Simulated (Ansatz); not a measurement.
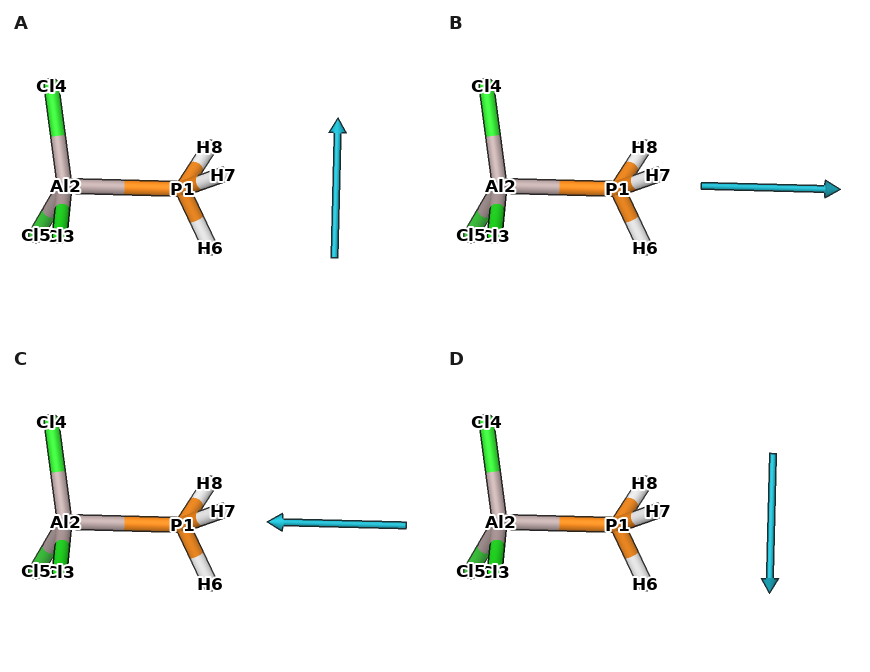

The same molecule four times, each with an arrow. Computed geometry: PBE-D4/def2-SVP optimisation. No frequency run is at hand to confirm it as a minimum. Method: RKS PBE-D4/def2-SVP (Ansatz 0.2.0).

Which arrow points along the dipole moment, from the negative to the positive end?

Answer. B. The dipole moment is 5.53 D; it points from the side of Cl3, Cl4, Cl5 to the side of H6, H7, H8 (the outermost atoms at the two ends).
